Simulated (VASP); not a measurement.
Consider the following.

```
CELL_PARAMETERS angstrom
      4.73121     0.00000     0.00000
      0.00000     4.73121     0.00000
      0.00000     0.00000     3.15400
ATOMIC_POSITIONS crystal
  Zn 0.00000 0.00000 0.00000
  Zn 0.50000 0.50000 0.50000
  F  0.30312 0.30312 0.00000
  F  0.80312 0.19688 0.50000
  F  0.19688 0.80312 0.50000
  F  0.69688 0.69688 0.00000
```

The numbers are results of vdW-DF-cx, VASP's PBE PAW potentials (set 64) (plane waves; VASP), not measurements. Run with 520 eV cut-off, 5×5×8 Γ-centred mesh, tetrahedra with Blöchl corrections, potentials Zn F.

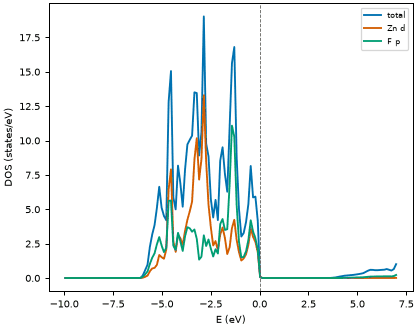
Total and projected density of states, zero at the valence-band maximum

Within 2 eV below the valence-band maximum the largest weight inside VASP's projection spheres is F p, then Zn d.

The gap is direct, 3.49 eV, from the valence maximum at Γ to the conduction minimum at Γ.

The compound is ZnF2 in the rutile structure. It was relaxed first.
